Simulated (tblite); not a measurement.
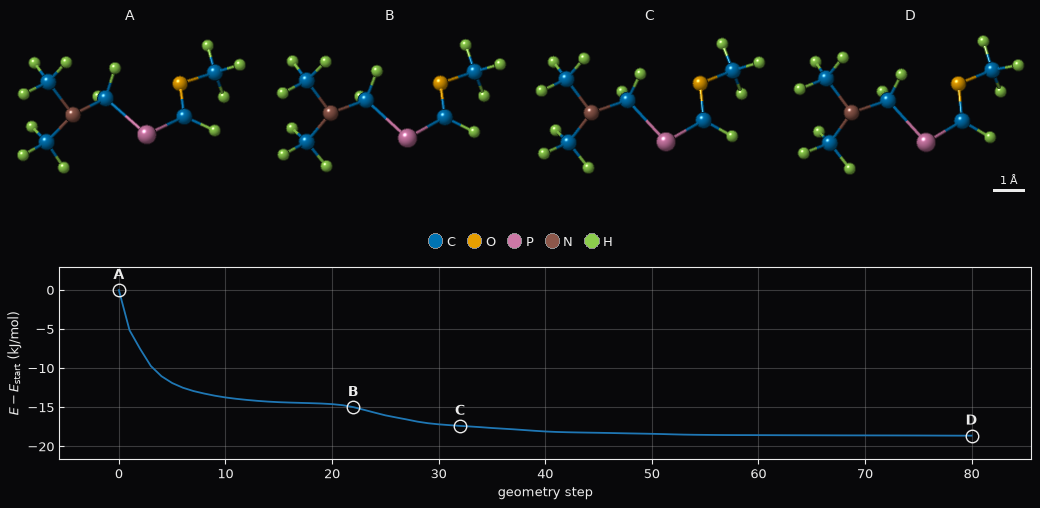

Frames of a relaxation of C5H12NOP, marked on the history of the run. The picture is a ball-and-stick view, seen at a tilt.

These are results of GFN2-xTB geometry optimisation, gas phase (tblite), not measurements. 

> Describe the path.

Over 80 geometry steps the energy falls by 18.6 kJ/mol. An H atom moves most after the best rigid fit: 0.47 Å. Largest moves by element: H 0.47 Å, P 0.32 Å, C 0.24 Å, N 0.11 Å, O 0.07 Å. Some distances before and after: C–N 1.472 → 1.445 Å, C–H 1.108 → 1.084 Å, C–H 1.090 → 1.102 Å, C–O 1.347 → 1.357 Å. Bond angles that change, for instance: P–C–N 99.6° → 110.0°, P–C–H 114.9° → 109.4°, C–N–C 108.7° → 111.8°. Groups turn about C–N by about 20°. The run took 0.59 s on 1 thread of Arm Neoverse V1, on a shared host. From step 0 to 22: P and H atoms move most (0.15 Å), energy −15.0 kJ/mol. From step 22 to 32: an H atom moves most (0.25 Å), energy −2.40 kJ/mol. From step 32 to 80: an H atom moves most (0.16 Å), energy −1.25 kJ/mol.
